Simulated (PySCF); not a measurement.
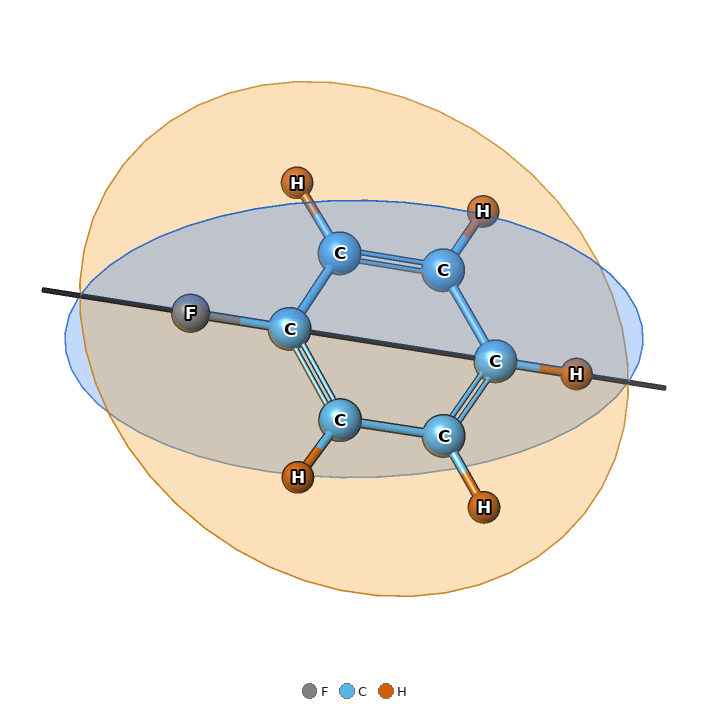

All proper rotation axes (lines) and mirror planes (discs) of the structure are drawn in. Depth is shown by fading: the farther an atom, the more it takes the colour of the background. Computed geometry: PBE0-D3(BJ)/def2-SVP optimisation. No frequency run is at hand to confirm it as a minimum.

**What is the order of each axis, and which point group results?**

It has 1 C2 axis and 2 mirror planes. Point group C2v. The group has 4 operations. The geometry is achiral, and symmetry allows a dipole moment.
